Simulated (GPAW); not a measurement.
Band structure of Cu2Te (P6/mmm, 6 atoms in the cell).

```
Cu2Te
1.0
    4.37244     0.00000     0.00000
   -2.18622     3.78665     0.00000
    0.00000     0.00000     8.65900
Cu Te
4 2
Direct
  0.66667   0.33333   0.15195
  0.33333   0.66667   0.84805
  0.33333   0.66667   0.15195
  0.66667   0.33333   0.84805
  0.00000   0.00000   0.26619
  0.00000   0.00000   0.73381
```

Method of the run: PBEsol, GPAW PAW datasets PBEsol (made by gpaw-setup) (plane waves; GPAW 25.7.0).

Settings: mode = pw; ecut = 800 eV; xc = PBEsol; kpts = 7 7 3; mesh shift (steps) = 0 0 0; occupations.name = methfessel-paxton; occupations.width = 0.136 eV; occupations.order = 0; nbands = -10; symmetry.symmorphic = false; symmetry.tolerance = 0.0005; maxiter = 100; bandpath_npoints = 40.

The starting cell comes from a database of computed structures (which also holds hypothetical and non-ambient phases and stackings), without a prior relaxation at this level. Its lattice was rescaled by a random factor within 2.5 % of one. Spin-orbit coupling is off. Spin polarisation is off. The run gives no clean gap (levels at the Fermi energy touch, overlap or are partly filled at this smearing), which alone does not show that the compound is a metal.

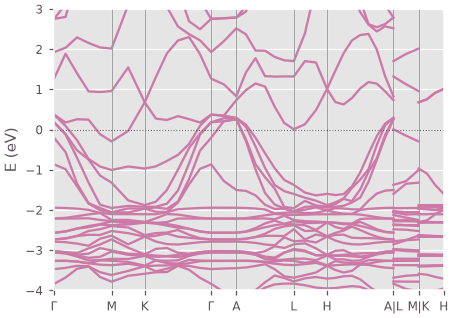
Figure. Bands along the path, energies from the Fermi level.

Levels in eV from the Fermi level, bands 25 to 32:
```tsv
point	25	26	27	28	29	30	31	32
Γ	-0.20	0.18	0.18	0.37	0.37	1.27	1.93	2.76
M	-2.06	-1.95	-1.32	-1.00	-0.29	0.96	2.02	3.75
K	-1.97	-1.92	-1.88	-0.97	0.68	0.68	4.27	5.03
A	0.26	0.26	0.29	0.29	0.73	0.83	2.52	2.79
L	-2.03	-1.95	-1.60	-1.37	0.01	1.32	1.70	3.29
H	-1.94	-1.92	-1.88	-1.60	1.01	1.01	3.92	3.92
```

Bands cross the Fermi level along this path, so the cell is metallic at this level.
